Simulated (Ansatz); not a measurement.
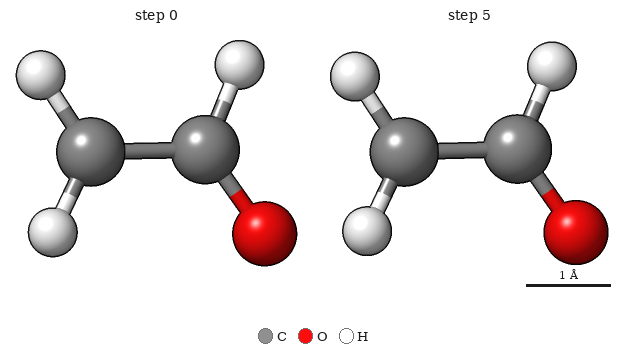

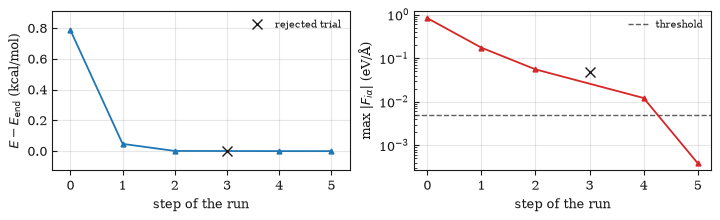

First and last geometry of a relaxation of C2H3O (multiplicity 2), with the history of the run. A ball-and-stick model, seen at a tilt.

The start comes from PBE-D4/def2-SVP.

The calculation used Ansatz, UKS PBE0-D4/def2-TZVP. Settings: force threshold 0.005 eV/Å; at most 150 steps.

**Did the run converge, and what did it change?**

It converged. Over 4 accepted moves (5 points after the start) the energy falls by 0.79 kcal/mol. Largest force component: 0.83 eV/Å at the start, 0.00039 eV/Å at the end. The line search rejected the trial step at point 3 of the run. The O atom moves most after the best rigid fit: 0.026 Å. By element the largest moves are O 0.026 Å, H 0.023 Å, C 0.012 Å. Near-neighbour distances that change, for instance: C–H 1.129 → 1.106 Å, C–H 1.102 → 1.083 Å, C–C 1.436 → 1.420 Å, C–O 1.239 → 1.226 Å. The run took about 30 core-seconds on a shared host.

```csv
step,"E − E(0), kcal/mol","largest force component, eV/Å",note
0,0.00,0.8332,
1,-0.74,0.1747,
2,-0.79,0.0554,
3,-0.78,0.0478,rejected
4,-0.79,0.0122,
5,-0.79,0.0004,
```
